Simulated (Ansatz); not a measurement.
CH2NO: several calculations on one system

**1. Relaxation**

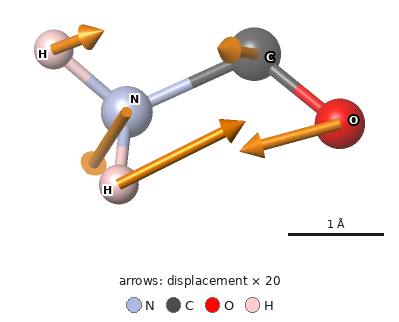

This is a relaxation of CH2NO (charge −1). The starting structure is drawn; orange arrows show the displacements, magnified 20 times. The two geometries are superimposed by the best rigid fit.

The picture is a ball-and-stick view, seen at a tilt.

The run prepares an end point of a later path (hydrogen shift) calculation, from a guessed geometry.

The calculation used RKS CAM-B3LYP/6-31G* (Ansatz). Settings: no spin polarisation; force threshold 0.02 eV/Å; at most 50 steps.

What did the optimiser do to the structure, and how much energy did it gain?

Answer. The energy falls by 1.17 kcal/mol in 7 geometry steps. Largest force component: 1.3 eV/Å at the start, 0.0028 eV/Å at the end. The atom that moves furthest after the best rigid fit is an H atom (0.076 Å). Largest moves by element: H 0.076 Å, N 0.074 Å, O 0.055 Å, C 0.034 Å. Near-neighbour distances that change, for instance: C–O 1.268 → 1.246 Å, C–N 1.489 → 1.495 Å. Bond angles that change, for instance: C–N–H 118.0° → 110.2°, C–N–H 115.4° → 110.6°. The run took 29 s on 1 thread of Intel(R) Xeon(R) Processor @ 2.50GHz (Skylake/Cascade Lake), with other jobs on the host, peak memory 0.13 GiB.

Limits of the set-up: the basis has no diffuse functions, which an anion needs.

**2. Relaxation**

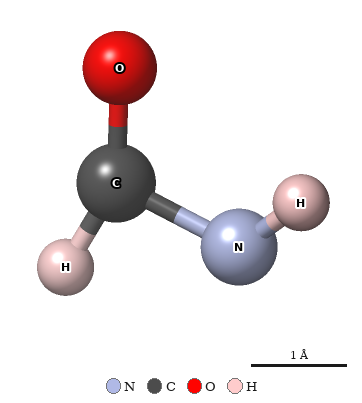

Starting structure of CH2NO (charge −1). Style: ball-and-stick. Shown at a tilt.

The run prepares an end point of a later path (hydrogen shift) calculation, from a guessed geometry.

The calculation used RKS CAM-B3LYP/6-31G* in Ansatz 0.2.0.

Input
```yaml
crystal:
  periodic: [false, false, false]
  atoms:
    - { symbol: "N", position_ang: [-0.40063, 0.14631, -0.3911] }
    - { symbol: C, position_ang: [0.95942, -0.3702, -0.07387] }
    - { symbol: O, position_ang: [0.95722, -0.95521, 1.05123] }
    - { symbol: H, position_ang: [1.46907, 0.07826, -0.92665] }
    - { symbol: H, position_ang: [-1.09094, 0.18914, 0.36997] }
total_charge: -1
basis:
  gaussian: { orbitals: "6-31G*" }
hamiltonian:
  xc: cam_b3lyp
relax:
  f_tol: 0.02
  max_steps: 50
```

Launched with:
```bash
ansatz run input.yaml --threads 1 --pin off --max-ram 2048MiB --backend cpu --events-out ev --progress --plain --runs-dir out
```

Predict the outcome.

Answer. The atom that moves furthest after the best rigid fit is C2 (0.25 Å). Largest moves by element: C 0.25 Å, H 0.20 Å, O 0.15 Å, N 0.14 Å. Among the contacts that change: N1–C2 1.489 → 1.315 Å, C2–H4 1.090 → 1.128 Å, C2–O3 1.268 → 1.259 Å. Bond angles that change, for instance: O3–C2–H4 152.2° → 116.8°, N1–C2–O3 110.3° → 131.8°, N1–C2–H4 96.8° → 111.3°. The energy falls by 50.5 kcal/mol in 6 accepted moves (7 points after the start). The largest force component goes from 11 to 0.012 eV/Å. The line search rejected the trial step at point 5 of the run. The run took 32 s on 1 thread of Intel(R) Xeon(R) Processor @ 2.50GHz (Skylake/Cascade Lake), on a shared host, peak memory 0.13 GiB.

Final geometry:

```xyz
5

N    -0.4040    0.2864   -0.4115
C     0.7379   -0.2597   -0.0552
O     1.0715   -0.9180    0.9644
H     1.5372   -0.0833   -0.8313
H    -1.0485    0.0630    0.3632
```

The end point in the same view:

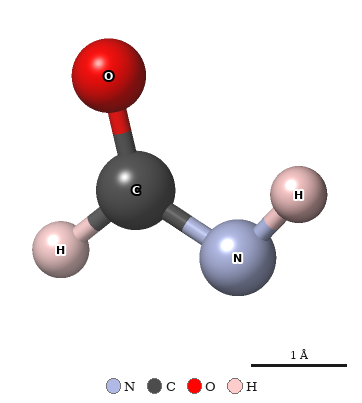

Limits of the set-up: the basis has no diffuse functions, which an anion needs.

**3. Path**

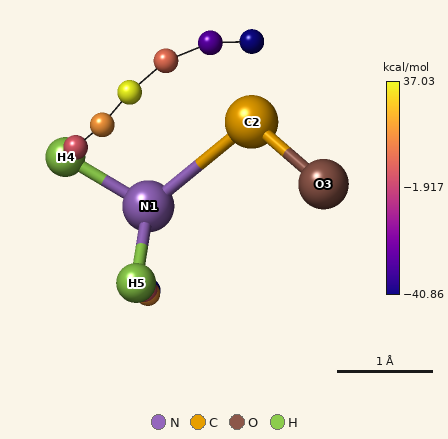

NEB run on CH2NO (charge −1). Images are numbered from 0 (start) to 6 (end). The start is drawn whole; smaller spheres mark the moving atoms (H) in the later images, joined by lines and coloured by the energy of the image relative to the start. Style: ball-and-stick. Shown at a tilt.

Theory: RKS CAM-B3LYP/6-31G* (Ansatz). Settings: 5 movable images; climbing image; force threshold 0.05 eV/Å; iteration limit 60; starting path through a guess of the saddle point.

What moves, how far, and at what cost in energy?

A hydrogen atom shifts from one atom to another. Breaking: N1–H4 (1.02 → 1.27 at the top → 2.02 Å). Forming: C2–H4 (2.08 → 1.32 at the top → 1.13 Å). The highest point, image 3, lies 37.0 kcal/mol above the start and 77.9 kcal/mol above the end; the end is at −40.9 kcal/mol relative to the start. The band is converged.

Limits of the set-up: the basis has no diffuse functions, which an anion needs.
